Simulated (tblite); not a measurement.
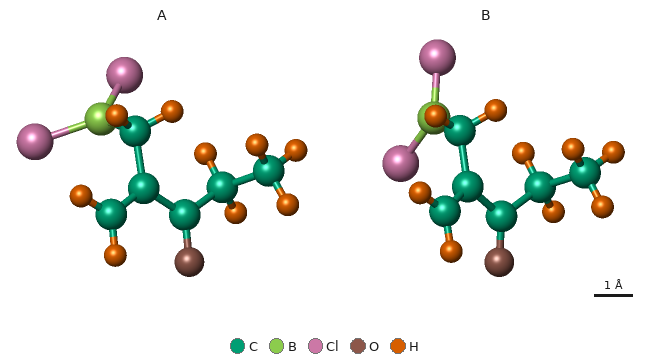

Two geometries of C$_{6}$H$_{9}$BCl$_{2}$O, drawn at one scale. One is the start of a relaxation, the other its converged end. Style: ball-and-stick. Shown at a tilt.

Theory: GFN2-xTB geometry optimisation, gas phase in tblite 0.8.0. 

**Which geometry has the lower energy?**

Structure B is the relaxed one. A Cl atom moves most after the best rigid fit: 1.57 Å. Largest moves by element: Cl 1.57 Å, H 0.61 Å, O 0.46 Å, C 0.38 Å, B 0.30 Å. Near-neighbour distances that change, for instance: B–Cl 1.860 → 1.721 Å, C–O 1.253 → 1.209 Å, C–H 1.116 → 1.091 Å, C–C 1.527 → 1.507 Å. Among the angles between lasting bonds that change: C–C–C 122.7° → 117.4°, C–C–C 117.9° → 122.5°, O–C–C 117.8° → 121.3°. Groups turn about B–C by about 40°, C–C by about 25°. Over 150 geometry steps the energy falls by 50.1 kJ/mol. Cost: 1.6 s on 1 thread of Arm Neoverse V1, with other jobs on the host.
